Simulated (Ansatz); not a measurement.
Pd (fcc, Cu type)

```xyz
2
Lattice="0.0000 3.9426 3.9426 1.9713 1.9713 3.9426 1.9713 1.9713 0.0000" Properties=species:S:1:pos:R:3 pbc="T T T"
Pd     0.0000     0.0000     0.0000
Pd     1.9713     3.9426     1.9713
```

The atoms are displaced by Q × the pattern below (from a DFPT mode at X = (0.5, 0.5, 0.0), largest move 1; Q in Å), at fixed cell. (q is in reciprocal vectors of the primitive cell; the cell shown is doubled to hold the pattern.)

```
atom      x      y       z
----  -----  -----  ------
Pd1   0.000  0.000  -1.000
Pd2   0.000  0.000   1.000
```

Calculation: PBE (plane waves to 420 eV, PAW, scalar-relativistic; Ansatz, an electronic-structure program). k mesh 20×20×20 (Γ-centred), Fermi-Dirac smearing 0.05 eV. Energies are smeared free energies. Compression counts positive. With partly filled bands, energies and forces of such displacements shift with the k mesh and the smearing. Pd is run without spin polarisation. Pd was relaxed with its symmetry unable to fall. The PAW data are Ansatz's earlier set. ΔE is measured from the undisplaced structure.

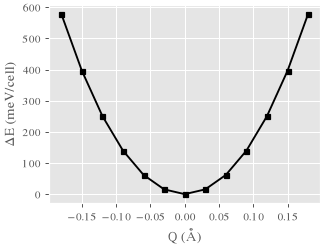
Figure: ΔE (meV/cell) against Q (Å); one marker a computed point.

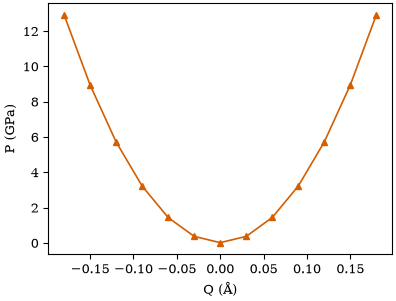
*P (GPa) against Q (Å); one marker a computed point.*

The energy at Q = 0.180 Å is 578 meV/cell. Shape of the curve: a single well with its minimum at or next to zero displacement. Harmonic wavenumber from the curvature (finite differences): 209 cm⁻¹. Symmetry of the curve: even: the same for both signs. Wavenumber by perturbation theory (DFPT, on another k mesh): 209 cm⁻¹.

E″ = 34.07 eV/Å², M = Σ mᵢ|uᵢ|² = 212.8 u, ν̃ = 521.5·√(|E″|/M).

(For displaced atoms, the force is minus the slope of the energy, and its curvature is a force constant, which sets phonon frequencies.)
